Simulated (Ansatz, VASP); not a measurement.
# Cross-check of SrO between VASP and Ansatz

Aim: how closely do two programs agree when they are given the same cell, functional and k mesh?

Calculated with Ansatz 0.2.0; plane waves, with VASP 6.6.1 beside it; band structure at PBE, band structure at r2SCAN and dielectric response at PBE.

## (1) The starting structure

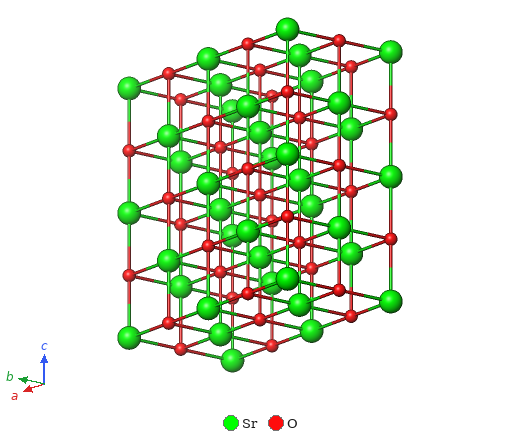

The cell as given, from a free direction (strontium green, oxygen red). 2×1×2 cells are drawn. This picture shows the conventional cell, with its axes. Some periodic images of atoms are drawn too.

Coordinates:

```cif
data_structure
_symmetry_space_group_name_H-M 'P 1'
_symmetry_Int_Tables_number 1
_cell_length_a 3.6496
_cell_length_b 3.6496
_cell_length_c 3.6496
_cell_angle_alpha 60.000
_cell_angle_beta 60.000
_cell_angle_gamma 60.000
_cell_volume 34.37
loop_
_atom_site_label
_atom_site_type_symbol
_atom_site_fract_x
_atom_site_fract_y
_atom_site_fract_z
_atom_site_occupancy
Sr1 Sr 0.00000 0.00000 0.00000 1
O2 O 0.50000 0.50000 0.50000 1
```

## (2) Ansatz: band structure, PBE

Ansatz runs on its default PAW (the set named soft_2) files.

The same path points are solved in both programs, so levels can be compared one by one.

File input.yaml:

```yaml
crystal:
  lattice:
    - [0.0, 2.58066, 2.58066]
    - [2.58066, 0.0, 2.58066]
    - [2.58066, 2.58066, 0.0]
  atoms:
    - { symbol: Sr, position: [0.0, 0.0, 0.0] }
    - { symbol: O, position: [0.5, 0.5, 0.5] }
hamiltonian:
  xc: pbe
  pseudopotentials: { kind: paw }
kpoints:
  mp_grid: { grid: [5, 5, 5] }
  band_path:
    path:
      - [0.0, 0.0, 0.0]
      - [0.16667, 0.0, 0.16667]
      - [0.33333, 0.0, 0.33333]
      - [0.5, 0.0, 0.5]
      - [0.5, 0.08333, 0.58333]
      - [0.5, 0.18333, 0.68333]
      - [0.5, 0.25, 0.75]
      - [0.45, 0.3, 0.75]
      - [0.40833, 0.34167, 0.75]
      - [0.35, 0.35, 0.7]
      - [0.225, 0.225, 0.45]
      - [0.075, 0.075, 0.15]
      - [0.03333, 0.03333, 0.03333]
      - [0.23333, 0.23333, 0.23333]
      - [0.4, 0.4, 0.4]
      - [0.51667, 0.46667, 0.51667]
      - [0.55833, 0.38333, 0.55833]
      - [0.60833, 0.28333, 0.60833]
      - [0.60833, 0.25, 0.64167]
      - [0.55833, 0.25, 0.69167]
      - [0.51667, 0.25, 0.73333]
      - [0.5, 0.3, 0.7]
      - [0.5, 0.38333, 0.61667]
      - [0.5, 0.48333, 0.51667]
      - [0.475, 0.475, 0.55]
      - [0.425, 0.425, 0.65]
      - [0.38333, 0.38333, 0.73333]
      - [0.59167, 0.18333, 0.59167]
      - [0.55, 0.1, 0.55]
      - [0.5, 0.0, 0.5]
    npoints: 1
scf:
  occupations: { method: gaussian, width: 0.02 }
  n_extra_bands: 7
output:
  forces: true
  stress: true
  eigenvalues: true
```

Started as:

```sh
> ansatz run input.yaml --threads 2 --pin off --max-ram 4608MiB --backend cpu --events-out ev --progress --plain --runs-dir out
```

Numbers of over 12 decimals in the logs are rounded to 6 here.

Output:

```text
scf.n_extra_bands = 7 over 8 filled bands (N_el = 16.0): the run solves 15 bands
Engine: ansatz 0.2.0, aarch64-unknown-linux-gnu
Pseudopotentials: kind: paw
Pseudopotential: Sr, paw, valence charge 10, recommended cutoff 420 eV (normal), Sr.paw.azcp
Pseudopotential: O, paw, valence charge 6, recommended cutoff 420 eV (normal), O.paw.azcp
Functional definition: PBE
  parameter kappa = 0.804
  parameter beta = 0.066725
  exchange = pbe_x(kappa = kappa, mu = beta*pi^2/3)
  correlation = pbe_c(beta = beta)
Crystal: 2 atoms, lattice volume = 34.373 Å³
Basis set: ecut = 420 eV, 645 PW (Γ), exchange–correlation on 50×50×50 points (8 copies of the dense FFT grid, shifted against one another)
Bands: 15, of which v1, the nominal top of the filled ones, is band 8 counted from 1 (7 counted from 0)
Symmetry: 48 space group operations
Space group: Fm-3m (ITA 225), of the structure as read, at distance tolerance 3.3e-5 Å
k-points: 10 of 125
Non-local potential: Sr, projectors of the file, l = 0: 3, l = 1: 2, l = 2: 2
Non-local potential: O, projectors of the file, l = 0: 2, l = 1: 2, l = 2: 1
PAW form: soft (Blöchl's): semilocal exchange-correlation on the pseudo side does not see the compensation charge
PAW one-centre angular grid: Sr, 110 points (default); XC on 64 Gauss nodes
PAW one-centre angular grid: O, 110 points (default); XC on 64 Gauss nodes
Initial density: superposition of atomic densities (neutral atoms: chi_scale 0, normalization atom), corrected by the library's trained network
Initial wavefunctions: pseudopotential atomic-orbital guess
Functional: x = pbe(κ = 0.804, μ = 0.219515), c = pbe(β = 0.066725)
SCF iter   1: F=—  HF=-4114.624360 eV  |F-HF|=—  |Δ(HF+E_count)|=         —  Δρ=3.83e-4  dr2=1.51e-5  ethr=1.77e-3  ⟨swp⟩=9.7  Hψ=1136  notcnv=0
preconditioner: auto → none  [insulator: Δε(μ)=3.492 eV  Ē_g=18.164 eV  σ=0.020 eV  W_gap=1.00  n_scr=8 (ndim 8)  ℏωp=23.7 eV  f_vac=0.000  D(μ)=0.00/eV (n_scr^D=0)  ε∞_Penn≈2.7]
SCF iter   2: F=—  HF=-4114.624655 eV  |F-HF|=—  |Δ(HF+E_count)|=   2.95e-4  Δρ=2.97e-4  dr2=2.68e-5  ethr=9.43e-8  ⟨swp⟩=3.9  Hψ=447  notcnv=0  defer=12
SCF iter   3: F=—  HF=-4114.624691 eV  |F-HF|=—  |Δ(HF+E_count)|=   3.54e-5  Δρ=1.58e-4  dr2=6.20e-6  ethr=9.43e-8  ⟨swp⟩=1.9  Hψ=158  notcnv=0  defer=12
iter 4 did not close the SCF: its close was put off for the readings that it lacked (scf_convergence_deferred on its scf_iter line)
SCF iter   4: F=-4114.624714 eV  HF=-4114.624714 eV  |F-HF|=9.25e-8  |Δ(HF+E_count)|=   2.31e-5  Δρ=1.52e-5  dr2=4.67e-8  ethr=3.87e-8  ⟨swp⟩=2.0  Hψ=166  notcnv=0  defer=12
iter 5 did not close the SCF: its close was put off for the readings that it lacked (scf_convergence_deferred on its scf_iter line)
SCF iter   5: F=-4114.624714 eV  HF=-4114.624714 eV  |F-HF|=3.47e-8  |Δ(HF+E_count)|=   1.18e-7  Δρ=9.67e-6  dr2=4.07e-8  ethr=2.92e-10  ⟨swp⟩=2.2  Hψ=175  notcnv=0  defer=12
SCF iter   6: F=-4114.624714 eV  HF=-4114.624714 eV  |F-HF|=6.83e-9  |Δ(HF+E_count)|=   7.64e-9  Δρ=4.36e-6  dr2=7.87e-9  ethr=2.54e-10  ⟨swp⟩=7.3  Hψ=582  notcnv=0
SCF 1 converged in 6 iterations: F = -4114.624714 eV  dr2 = 7.87e-9
  greatest PAW one-centre occupation: 0.987 electrons in one spin orbital (limit 2), on the Sr atom at site 0 (counted from 0), in its partial waves of l = 0
NSCF: frozen V_eff on 30 k-points
SCF converged after 6 iterations
Free energy (F): -4114.624714 eV
Harris-Foulkes:  -4114.624714 eV  (|F-HF|=6.83e-9)
Internal energy: -4114.624714 eV  (E = F + TS)
E sigma→0 (E₀):  -4114.624714 eV
Fermi energy:    9.566283 eV
--- Per-component energies (eV) ---
  E_band       = -60.095855
  E_kinetic    = 422.856119
  E_local      = -869.356574  (includes V_loc(G=0)·N_el)
  E_nonlocal   = 250.142683
  E_hartree    = 235.634616
  E_xc         = -249.345894
  E_vxc        = -259.127178  (∫ρ·V_xc dr)
  E_paw        = -2852.328708  (= ΣΔE_a)
  E_vpaw       = -75.880952  (= ΣTr[D̂ρ^β])
  E_aug_tail   = 0.002406  (compensation charges beyond the density's cutoff)
  E_ewald      = -1052.229361
  E_smearing   = -0.000000  (= −TS)
  E_closure    = 0.000000  (closes the sum)
  Σ components = -4114.624714   (vs F -4114.624714, Δ=0.00e0)
--- Forces (eV/Å), atoms counted from 1 ---
  atom   1  Sr    -0.00000000     0.00000000     0.00000000
  atom   2  O      0.00000000    -0.00000000    -0.00000000
  max |Σ_I F_I| component: 2.95e-29 eV/Å
--- Stress (GPa, compression-positive) ---
        1.727992      -0.000000      -0.000000
       -0.000000       1.727992       0.000000
       -0.000000      -0.000000       1.727992
  P = ⅓ Tr σ = 1.7280 GPa (17.280 kbar)
--- Band table (eV; the first three rows and the last of 10) ---
  k-point 0: bands = [... 4 lower, -6.1829, 7.8161, 7.8161, 7.8161, 11.7421, 14.0494, 14.0494, 14.0494, ... 3 higher]
  k-point 1: bands = [... 4 lower, -5.5960, 6.8874, 7.3917, 7.3917, 13.2827, 13.8184, 14.7864, 14.7864, ... 3 higher]
  k-point 2: bands = [... 4 lower, -5.0918, 5.8455, 6.8153, 6.8153, 14.1932, 15.6962, 16.3198, 16.3198, ... 3 higher]
  k-point 9: bands = [... 4 lower, -5.5976, 6.6687, 7.1350, 7.4285, 13.1195, 14.8161, 16.4954, 18.1268, ... 3 higher]
```

Run time: 0.62 s. Hardware: 2 threads of Arm Neoverse V1, shared host; peak memory 0.25 GiB; 1.1 s of CPU time.

In the SCF lines HF is the Harris–Foulkes energy and dr2 the Hartree energy of the density residual, in eV; the loop may stop once dr2 is under the threshold and the program's other checks hold. Hψ counts applications of the Hamiltonian.

## (3) VASP: band structure, PBE

The same cell, functional, mesh and smearing now go to VASP, with its own data sets and cutoff.

Lines of VASP's logs that name or quote its potential files are left out, and so is its time.

File INCAR:

```
SYSTEM = SrO
PREC = Accurate
ENCUT = 520
EDIFF = 1E-06
NELM = 100
ISMEAR = 0
SIGMA = 0.02
LREAL = .FALSE.
ALGO = Normal
GGA = PE
NBANDS = 20
LORBIT = 11
LWAVE = .FALSE.
LCHARG = .FALSE.
KPAR = 4
```

File POSCAR:

```
SrO
1.0
    0.0000000000      2.5806600000      2.5806600000
    2.5806600000      0.0000000000      2.5806600000
    2.5806600000      2.5806600000      0.0000000000
Sr O
1 1
Direct
    0.0000000000      0.0000000000      0.0000000000
    0.5000000000      0.5000000000      0.5000000000
```

File KPOINTS:

```
Automatic mesh
0
Gamma
5 5 5
0 0 0
```

File KPOINTS_OPT:

```
Line mode
16
Line-mode
Reciprocal
  0.00000000   0.00000000   0.00000000 GAMMA
  0.50000000   0.00000000   0.50000000 X

  0.50000000   0.00000000   0.50000000 X
  0.50000000   0.25000000   0.75000000 W

  0.50000000   0.25000000   0.75000000 W
  0.37500000   0.37500000   0.75000000 K

  0.37500000   0.37500000   0.75000000 K
  0.00000000   0.00000000   0.00000000 GAMMA

  0.00000000   0.00000000   0.00000000 GAMMA
  0.50000000   0.50000000   0.50000000 L

  0.50000000   0.50000000   0.50000000 L
  0.62500000   0.25000000   0.62500000 U

  0.62500000   0.25000000   0.62500000 U
  0.50000000   0.25000000   0.75000000 W

  0.50000000   0.25000000   0.75000000 W
  0.50000000   0.50000000   0.50000000 L

  0.50000000   0.50000000   0.50000000 L
  0.37500000   0.37500000   0.75000000 K

  0.62500000   0.25000000   0.62500000 U
  0.50000000   0.00000000   0.50000000 X
```

The projector-augmented-wave data sets are Sr_sv and O (PBE family, release 64).

Started as:

```sh
> mpirun -np 4 vasp_std
```

Output:

```text
[banner, memory and clock lines left out]
running    4 mpi-ranks, on    1 nodes
 distrk:  each k-point on    1 cores,    4 groups
 distr:  one band on    1 cores,    1 groups

 POSCAR found type information on POSCAR SrO
 POSCAR found :  2 types and       2 ions
 LDA part: xc-table for (Slater+PW92), standard interpolation
 POSCAR, INCAR and KPOINTS ok, starting setup
 FFT: planning ... GRIDC
 FFT: planning ... GRID_SOFT
 FFT: planning ... GRID
 WAVECAR not read
 entering main loop
       N       E                     dE             d eps       ncg     rms          rms(c)
DAV:   1     0.665483773404E+02    0.66548E+02   -0.79323E+03   400   0.789E+02
DAV:   2    -0.110180093195E+02   -0.77566E+02   -0.73139E+02   512   0.194E+02
DAV:   3    -0.141825240031E+02   -0.31645E+01   -0.31319E+01   528   0.305E+01
DAV:   4    -0.142473206918E+02   -0.64797E-01   -0.64775E-01   484   0.403E+00
DAV:   5    -0.142493363627E+02   -0.20157E-02   -0.20157E-02   492   0.572E-01    0.161E+01
DAV:   6    -0.121982127339E+02    0.20511E+01   -0.38773E+00   428   0.145E+01    0.191E+01
DAV:   7    -0.120568342516E+02    0.14138E+00   -0.19034E-01   460   0.358E+00    0.110E+01
DAV:   8    -0.120458443895E+02    0.10990E-01   -0.13365E-01   520   0.274E+00    0.466E-01
DAV:   9    -0.120471816646E+02   -0.13373E-02   -0.54077E-03   464   0.358E-01    0.261E-01
DAV:  10    -0.120477024954E+02   -0.52083E-03   -0.62679E-04   456   0.184E-01    0.462E-02
DAV:  11    -0.120477806967E+02   -0.78201E-04   -0.73094E-05   456   0.549E-02    0.278E-02
DAV:  12    -0.120478001678E+02   -0.19471E-04   -0.20540E-05   440   0.272E-02    0.682E-03
DAV:  13    -0.120478000116E+02    0.15619E-06   -0.47873E-07   404   0.496E-03
   1 F= -.12047800E+02 E0= -.12047800E+02  d E =-.128623E-11
 Start KPOINTS_OPT (optional k-point list driver)
k-point batch [1-10\160]
       N       E                     dE             ncg
DAV:   1    -0.750957643303E+03   -0.21578E+04      400
DAV:   2    -0.153201345435E+04   -0.78106E+03      464
DAV:   3    -0.156013765957E+04   -0.28124E+02      544
DAV:   4    -0.156075367701E+04   -0.61602E+00      536
DAV:   5    -0.156076096249E+04   -0.72855E-02      504
DAV:   6    -0.156076118613E+04   -0.22364E-03      548
DAV:   7    -0.156076119338E+04   -0.72477E-05      460
DAV:   8    -0.156076119361E+04   -0.23188E-06      388
[...]
k-point batch [151-160\160]
       N       E                     dE             ncg
DAV:   1    -0.790021592004E+03   -0.74202E+04      400
DAV:   2    -0.155601117421E+04   -0.76599E+03      508
DAV:   3    -0.158189268526E+04   -0.25882E+02      568
DAV:   4    -0.158221306823E+04   -0.32038E+00      456
DAV:   5    -0.158221782349E+04   -0.47553E-02      520
DAV:   6    -0.158221791229E+04   -0.88802E-04      472
DAV:   7    -0.158221791416E+04   -0.18653E-05      480
DAV:   8    -0.158221791419E+04   -0.35797E-07      268
```

From OUTCAR (step 3):

```text
ion  position               nearest neighbor table
   1  0.000  0.000  0.000-   2 2.58   2 2.58   2 2.58   2 2.58   2 2.58   2 2.58
   2  0.500  0.500  0.500-   1 2.58   1 2.58   1 2.58   1 2.58   1 2.58   1 2.58

  LATTYP: Found a face centered cubic cell.
 ALAT       =     5.1613200000

 Subroutine GETGRP returns: Found 48 space group operations
 (whereof 48 operations were pure point group operations)

The static configuration has the point symmetry O_h .

 Found     10 irreducible k-points:

   k-points           NKPTS =     10   k-points in BZ     NKDIM =     10   number of bands    NBANDS=     20

   dimension x,y,z NGX =    28 NGY =   28 NGZ =   28
   dimension x,y,z NGXF=    56 NGYF=   56 NGZF=   56

   ENCUT  =  520.0 eV  38.22 Ry    6.18 a.u.   6.79  6.79  6.79*2*pi/ulx,y,z

   NELECT =      16.0000    total number of electrons

 k-points in reciprocal lattice and weights: Automatic mesh
   0.00000000  0.00000000  0.00000000       0.008
   0.20000000  0.00000000  0.00000000       0.064
   0.40000000  0.00000000  0.00000000       0.064
   0.20000000  0.20000000  0.00000000       0.048
   0.40000000  0.20000000  0.00000000       0.192
  -0.40000000  0.20000000  0.00000000       0.192
  -0.20000000  0.20000000  0.00000000       0.096
   0.40000000  0.40000000  0.00000000       0.048
  -0.40000000  0.40000000  0.00000000       0.096
  -0.40000000  0.40000000  0.20000000       0.192

 average (electrostatic) potential at core
       1 -36.5883       2 -70.7873

 E-fermi :   1.6993

 k-point     1 :       0.0000    0.0000    0.0000
  band No.  band energies     occupation
    ...
      4     -12.4678      2.00000
      5     -12.4678      2.00000
      6       1.6118      2.00000
      7       1.6118      2.00000
      8       1.6118      2.00000
      9       5.5138      0.00000
     10       7.7961      0.00000
     11       7.7961      0.00000
     12       7.7961      0.00000
     13       9.9385      0.00000
    ...

 k-point     2 :       0.2000    0.0000    0.0000
  band No.  band energies     occupation
    ...
      4     -12.4957      2.00000
      5     -11.8629      2.00000
      6       0.6720      2.00000
      7       1.1764      2.00000
      8       1.1764      2.00000
      9       7.0565      0.00000
     10       7.5860      0.00000
     11       8.5406      0.00000
     12       8.5406      0.00000
     13      10.8899      0.00000
    ...

 k-point     3 :       0.4000    0.0000    0.0000
  band No.  band energies     occupation
    ...
      4     -12.5399      2.00000
      5     -11.3508      2.00000
      6      -0.3834      2.00000
      7       0.5865      2.00000
      8       0.5865      2.00000
      9       7.9586      0.00000
     10       9.5032      0.00000
     11      10.0734      0.00000
     12      10.0734      0.00000
     13      12.8279      0.00000
    ...

  Total        0.4904629      0.4904629      0.4904629     -0.0000000     -0.0000000      0.0000000
  in kB       22.8609548     22.8609548     22.8609548     -0.0000000     -0.0000000      0.0000000
  external PRESSURE =      22.8609548 kB  Pullay stress =       0.0000000 kB

  energy-cutoff  :      520.00
  volume of cell :       34.37
      direct lattice vectors                 reciprocal lattice vectors
     0.000000000  2.580660000  2.580660000    -0.193748886  0.193748886  0.193748886
     2.580660000  0.000000000  2.580660000     0.193748886 -0.193748886  0.193748886
     2.580660000  2.580660000  0.000000000     0.193748886  0.193748886 -0.193748886

 POSITION                                       TOTAL-FORCE (eV/Angst)
 -----------------------------------------------------------------------------------
      0.00000      0.00000      0.00000        -0.000000      0.000000      0.000000
      2.58066      2.58066      2.58066         0.000000     -0.000000     -0.000000
 -----------------------------------------------------------------------------------
    total drift:                                0.000000      0.000000      0.000000

  FREE ENERGIE OF THE ION-ELECTRON SYSTEM (eV)
  ---------------------------------------------------
  free  energy   TOTEN  =       -12.0478000116 eV

  energy  without entropy=      -12.0478000116  energy(sigma->0) =      -12.04780001

 total charge
# of ion       s       p       d       tot
------------------------------------------
    1        2.016   5.812   0.253   8.081
    2        1.552   3.419   0.000   4.971
--------------------------------------------------
tot          3.568   9.231   0.253  13.052

[... 3 further parts left out ...]
```

The run ends at a pressure of 2.29 GPa.

## (4) Differences

Known differences besides the PAW data sets themselves: the cutoff is 420 eV in Ansatz and 520 eV in VASP; VASP leaves aspherical gradient terms in its spheres out (LASPH is not set), Ansatz keeps them. Total energies have different zeros and are not compared.

The two programs side by side:

| quantity | Ansatz | VASP | difference |
| --- | --- | --- | --- |
| pressure (GPa) | 1.73 | 2.29 | -0.56 |
| gap over the path points (eV) | 3.317 | 3.270 | +0.047 |

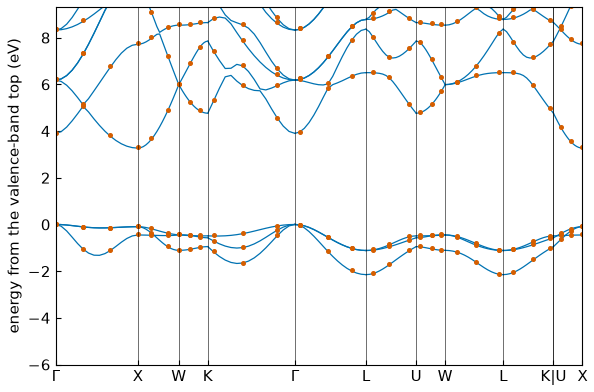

Bands from VASP (lines) and levels from Ansatz (dots). Dots without a line are higher empty bands that the VASP plot leaves out.

Levels at points of the path, from each program's valence-band top (eV; 3 filled, then empty):

| k (reciprocal lattice) | Ansatz | VASP |
| --- | --- | --- |
| 0.000 0.000 0.000 | 0.00 0.00 0.00 3.93 6.23 6.23 | 0.00 0.00 0.00 3.90 6.18 6.18 |
| 0.167 0.000 0.167 | -1.04 -0.10 -0.10 5.08 5.17 7.33 | -1.05 -0.10 -0.10 5.06 5.13 7.29 |
| 0.333 0.000 0.333 | -1.09 -0.13 -0.13 3.82 6.77 9.61 | -1.11 -0.14 -0.14 3.78 6.74 9.56 |
| 0.500 0.000 0.500 | -0.43 -0.09 -0.09 3.32 7.76 10.16 | -0.45 -0.10 -0.10 3.27 7.72 10.10 |
| 0.500 0.083 0.583 | -0.44 -0.36 -0.17 3.69 8.01 9.09 | -0.46 -0.37 -0.19 3.65 7.97 9.09 |
| 0.500 0.183 0.683 | -0.94 -0.45 -0.35 4.91 7.23 8.47 | -0.95 -0.48 -0.37 4.88 7.21 8.43 |
| 0.500 0.250 0.750 | -1.09 -0.43 -0.43 6.01 6.01 8.58 | -1.11 -0.45 -0.45 5.99 5.99 8.54 |
| 0.450 0.300 0.750 | -1.04 -0.45 -0.45 5.26 6.93 8.61 | -1.06 -0.48 -0.47 5.23 6.91 8.56 |
| 0.408 0.342 0.750 | -0.96 -0.52 -0.46 4.89 7.62 8.66 | -0.98 -0.54 -0.49 4.86 7.61 8.62 |
| 0.350 0.350 0.700 | -1.15 -0.69 -0.47 5.33 7.43 8.86 | -1.18 -0.71 -0.49 5.30 7.42 8.82 |

Among the levels compared (up to four filled and three empty ones at each point), filled levels agree within 27 meV and empty ones within 57 meV. Ansatz's pressure holds a Pulay correction of 0.36 GPa; VASP's holds none.

## (5) Looking for the cause

An all-electron run, which needs no data sets, serves as referee.

| run | difference in gap over the path points (eV) |
| --- | --- |
| as above | 0.047 |
| Ansatz's all-electron LAPW method | 0.046 |

## (6) Ansatz: band structure, r2SCAN

The same path points are solved in both programs, so levels can be compared one by one.

Changes to input.yaml since step 2:

```diff
@@ -9,3 +9,3 @@
 hamiltonian:
-  xc: pbe
+  xc: r2scan
   pseudopotentials: { kind: paw }
```

Started as:

```sh
> ansatz run input.yaml --threads 2 --pin off --max-ram 4608MiB --backend cpu --events-out ev --progress --plain --runs-dir out
```

Output:

```text
[...]
Crystal: 2 atoms, lattice volume = 34.373 Å³
Basis set: ecut = 500 eV, 893 PW (Γ), exchange–correlation on 108×108×108 points (64 copies of the dense FFT grid, shifted against one another)
Bands: 15, of which v1, the nominal top of the filled ones, is band 8 counted from 1 (7 counted from 0)
Symmetry: 48 space group operations
[...]
k-points: 10 of 125
[...]
k-point 0: bands = [... 4 lower, -6.9257, 7.4864, 7.4864, 7.4864, 12.0688, 14.2985, 14.2985, 14.2985, ... 3 higher]
  k-point 1: bands = [... 4 lower, -6.4719, 6.5977, 7.0689, 7.0689, 13.5977, 14.0430, 15.0531, 15.0531, ... 3 higher]
  k-point 2: bands = [... 4 lower, -6.0199, 5.5654, 6.4944, 6.4944, 14.4181, 16.0062, 16.6309, 16.6309, ... 3 higher]
  k-point 9: bands = [... 4 lower, -6.4875, 6.3594, 6.8147, 7.1129, 13.3098, 15.0698, 16.8920, 18.4516, ... 3 higher]
[key lines of the parts left out:]
SCF converged after 7 iterations
Free energy (F): -4127.054951 eV
Fermi energy:    9.480138 eV
P = ⅓ Tr σ = -0.0779 GPa (-0.779 kbar)
```

It took 2.2 s on 2 threads; peak memory 0.34 GiB; 3.4 s of CPU time.

[end of part 1 of 2]

[Lines on the potential files, build, host, timing and source positions are cut from VASP's logs without a mark.]

[Logs are printed without paths, hosts, clocks, repeated set-up lines and the standing remarks that a program may print on its own settings, such as how far it seeks lower states.]

[Hosts, paths, dates, database ids (printed as entryN), source tags and the programs' standing remarks are cut or masked in the printed files.]
